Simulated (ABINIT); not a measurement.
Band structure of HfMg6Zr (Amm2, 8 atoms in the cell).

```yaml
crystal:
  lattice:
    - [5.10077, 0.00000, 0.00000]
    - [0.00000, 3.03281, 5.81689]
    - [0.00000, -3.03281, 5.81689]
  atoms:
    - { symbol: Mg, position: [0.50000, 0.67362, 0.17274] }
    - { symbol: Mg, position: [0.50000, 0.17274, 0.67362] }
    - { symbol: Mg, position: [0.00000, 0.83079, 0.32913] }
    - { symbol: Mg, position: [0.00000, 0.32913, 0.83079] }
    - { symbol: Mg, position: [0.00000, 0.32586, 0.32586] }
    - { symbol: Mg, position: [0.00000, 0.82352, 0.82352] }
    - { symbol: Zr, position: [0.50000, 0.17230, 0.17230] }
    - { symbol: Hf, position: [0.50000, 0.67204, 0.67204] }
```

Method of the run: LDA (PW92), PAW (JTH v2.0 LDA PAW) (plane waves; ABINIT).

Settings: pseudos = [Mg.LDA_PW-JTH.xml, Zr.LDA_PW-JTH.xml, Hf.LDA_PW-JTH.xml]; ecut = 20 Ha; pawecutdg = 40 Ha; pawxcdev = 0; ixc = 7; occopt = 7; tsmear = 0.1 eV; ngkpt = 3 3 3; nshiftk = 1; shiftk = 0 0 0; potentials = JTH v2.0 LDA PAW; kptopt = 1; nstep = 100.

The starting cell comes from a database of computed structures (which also holds hypothetical and non-ambient phases and stackings), without a prior relaxation at this level. Spin-orbit coupling is off.

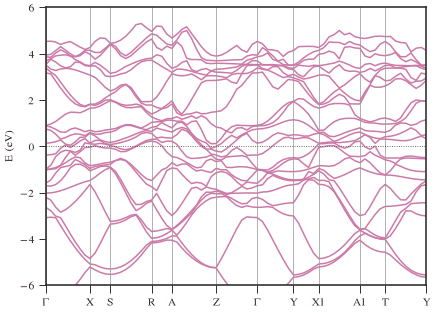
*Bands along the path, energies from the Fermi level.*

Levels in eV from the Fermi level, bands 39 to 46:
| point | 39 | 40 | 41 | 42 | 43 | 44 | 45 | 46 |
|---|---|---|---|---|---|---|---|---|
| Γ | -1.59 | -1.02 | -1.01 | -0.99 | -0.38 | 0.13 | 0.75 | 0.88 |
| X | -0.96 | -0.84 | -0.04 | 0.10 | 0.13 | 0.56 | 0.59 | 0.69 |
| S | -0.78 | -0.69 | -0.07 | 0.03 | 0.08 | 0.17 | 0.61 | 0.73 |
| R | -1.75 | -1.48 | 0.22 | 0.30 | 0.55 | 0.64 | 0.82 | 1.03 |
| A | -0.93 | -0.71 | -0.45 | 0.22 | 0.36 | 0.61 | 0.80 | 1.12 |
| Z | -1.15 | -0.96 | -0.66 | -0.56 | -0.37 | -0.21 | -0.01 | 0.12 |
| Y | -1.45 | -1.10 | -0.54 | -0.49 | 0.32 | 0.50 | 1.15 | 1.94 |
| X1 | -0.96 | -0.84 | -0.04 | 0.10 | 0.13 | 0.56 | 0.59 | 0.69 |
| A1 | -0.93 | -0.71 | -0.45 | 0.22 | 0.36 | 0.61 | 0.80 | 1.12 |
| T | -1.24 | -1.24 | -0.59 | -0.51 | 0.31 | 0.41 | 0.60 | 0.96 |

Bands cross the Fermi level along this path, so the cell is metallic at this level.
